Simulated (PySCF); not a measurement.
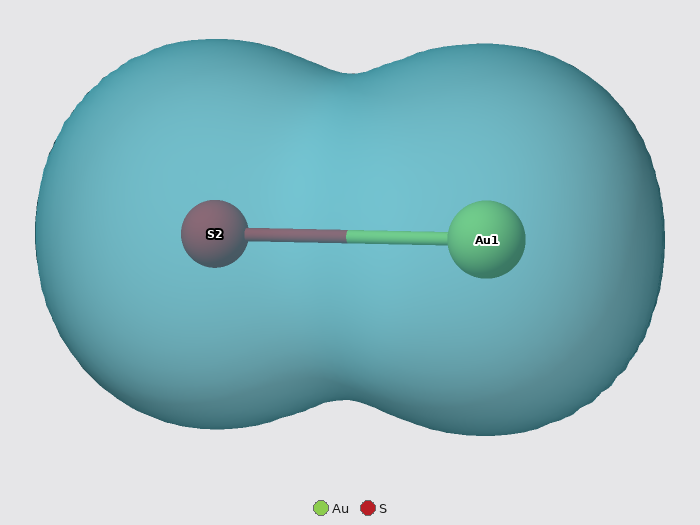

AuS (doublet). Isosurface of the electron density at 0.1 e/Å³ (cyan), seen from one side.

Core potentials replace the inner electrons of Au.

Theory: PySCF, PBE0/cc-pVDZ(-PP), non-relativistic Hamiltonian with scalar-relativistic core potentials where named, at a bond length of 2.211 Å.

```xyz
2

Au    0.0000    0.0000   -0.3088
S     0.0000    0.0000    1.9022
```

> How is the density connected at this value?

At this value the surface is in one piece. It bridges the sampled Au–S (2.21 Å) contact, where the density stays above the isovalue. On the grid the lowest density along these lines, outside the cores, is 0.84 e/Å³ (Au–S, 2.21 Å).
